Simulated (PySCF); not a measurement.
# HOF (hypofluorous acid): levels of theory compared

Aim: a comparison of 6 runs (CAM-B3LYP/aug-cc-pVTZ, M06-L/aug-cc-pVTZ, PBE0/aug-cc-pVTZ, r2SCAN/aug-cc-pVTZ, wB97M-V/aug-cc-pVTZ, SCS-MP2/aug-cc-pVTZ) of HOF (hypofluorous acid). 

Program for the calculation: PySCF 2.14.0.

1 further run of the same task is left out (set aside as unsound or not needed).

## Step 1: Starting point

HOF has 3 atoms, charge 0, and is taken as a singlet. As SMILES, `OF`. Geometry: relaxed at GFN2-xTB.

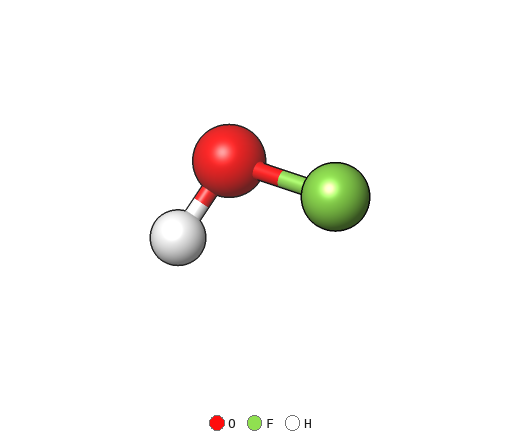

The structure, seen from a chosen angle (oxygen red, fluorine green, hydrogen white).

## Step 2: The energy at CAM-B3LYP/aug-cc-pVTZ (run 1)

calc.py

```python
from pyscf import gto, dft

molecule = gto.M(
    atom='''
O        0.414430      -0.197140       0.208800
F       -0.212000       1.020440      -0.004820
H       -0.202430      -0.823300      -0.203980
''',
    spin=0,
    verbose=3,
    basis='aug-cc-pvtz',
    max_memory=1860,
)

calc0 = dft.RKS(molecule)
calc0.xc = 'cam-b3lyp'
calc0.conv_tol = 1e-10
calc0.grids.level = 5
calc0.kernel()
if not calc0.converged:
    calc0 = calc0.newton().run(calc0.mo_coeff, calc0.mo_occ)

etot = calc0.e_tot
print('Final energy', etot)
```

The run is started by

```sh
$ OMP_NUM_THREADS=1 python calc.py
```

Output:

```text
converged SCF energy = -175.564351837248
Final energy -175.56435183724824
```

It took 17 s on 1 thread of Arm Neoverse V1, shared host; peak memory 0.59 GiB.

## Step 3: A single-point energy at M06-L/aug-cc-pVTZ (run 2)

job.py

```python
# hypofluorous acid
from pyscf import gto, dft

mol = gto.M(
    atom='''
O      0.783159    -0.372541     0.394575
F     -0.400622     1.928352    -0.009108
H     -0.382537    -1.555812    -0.385466
''',
    basis='aug-cc-pvtz',
    verbose=3,
    spin=0,
    unit='bohr',
    max_memory=1860,
    charge=0,
)

calc0 = dft.RKS(mol)
calc0.xc = 'm06-l'
calc0.grids.level = 5
calc0.conv_tol = 1e-10
calc0.kernel()
if not calc0.converged:
    calc0 = calc0.newton().run(calc0.mo_coeff, calc0.mo_occ)

e_final = calc0.e_tot
print('E(%s) = %.9f' % ('M06-L', e_final))
```

The run is started by

```sh
$ OMP_NUM_THREADS=1 python job.py
```

Output:

```text
converged SCF energy = -175.571982825192
E(M06-L) = -175.571982825
```

Run time: 22 s. Hardware: 1 thread of Arm Neoverse V1, shared host; peak memory 0.63 GiB.

Runs 3 to 5 aren't shown in full; the table further down has their settings and results.

## Step 4: A single-point energy at SCS-MP2/aug-cc-pVTZ (run 6)

input.xyz

```xyz
3

O      0.414430    -0.197140     0.208800
F     -0.212000     1.020440    -0.004820
H     -0.202430    -0.823300    -0.203980
```

run.py

```python
# hypofluorous acid
from pyscf import gto, scf, mp

mol = gto.M(
    atom='input.xyz',
    charge=0,
    verbose=3,
    max_memory=1860,
    spin=0,
    basis='aug-cc-pvtz',
)

mf = scf.RHF(mol)
mf.conv_tol = 1e-10
mf.kernel()
if not mf.converged:
    mf = mf.newton().run(mf.mo_coeff, mf.mo_occ)

pt = mp.MP2(mf, frozen=2).run()
etot = mf.e_tot + 1.2 * pt.e_corr_os + pt.e_corr_ss / 3
print('Final energy', etot)
```

The run is started by

```sh
$ OMP_NUM_THREADS=1 python run.py
```

Output:

```text
converged SCF energy = -174.810095559806
E(RMP2) = -175.325259635431  E_corr = -0.515164075624478
E(SCS-RMP2) = -175.316205391362  E_corr = -0.506109831555693
Final energy -175.3162053913622
```

Wall time 3.6 s (1 thread of Arm Neoverse V1, shared host); peak memory 0.32 GiB.

## Step 5: The series

```
run                  level  nlc grid  integration grid  energy (Eh)  dipole moment (D) of the reference  HOMO energy (eV)  LUMO energy (eV)  wall time
  1  CAM-B3LYP/aug-cc-pVTZ         –                 5  -175.564352                                1.95            -10.81             -0.09       17 s
  2      M06-L/aug-cc-pVTZ         –                 5  -175.571983                                1.85             -7.42             -1.88       22 s
  3       PBE0/aug-cc-pVTZ         –                 5  -175.434564                                1.91             -9.16             -0.91      9.9 s
  4     r2SCAN/aug-cc-pVTZ         –                 5  -175.531629                                1.88             -7.53             -2.07       20 s
  5    wB97M-V/aug-cc-pVTZ         1                 5  -175.562224                                1.91            -11.75              0.22       40 s
  6    SCS-MP2/aug-cc-pVTZ         –                 –  -175.316205                                2.12            -14.60              0.79      3.6 s
```

## Step 6: Results

| quantity | value |
| --- | --- |
| run 6: total energy | -175.31621 Eh |
| run 6: dipole moment (Hartree–Fock density) | 2.12 D |
| run 6: HOMO energy (Hartree–Fock orbitals) | -14.60 eV |
| run 6: LUMO energy (Hartree–Fock orbitals) | 0.79 eV |
| run 6: HOMO–LUMO gap (Hartree–Fock orbitals) | 15.39 eV |
| run 6: correlation energy (2 core orbitals frozen) | -506.1 mEh |

What this shows: Over runs 1, 2, 3, 4, 5 the dipole moment (its size) runs from 1.85 D (M06-L/aug-cc-pVTZ) to 1.95 D (CAM-B3LYP/aug-cc-pVTZ). Over runs 1, 2, 3, 4, 5 the HOMO–LUMO gap runs from 5.46 eV (r2SCAN/aug-cc-pVTZ) to 11.96 eV (wB97M-V/aug-cc-pVTZ). Totals of different functionals can't be ranked against each other. All runs together took 1.9 min, the longest 40 s.
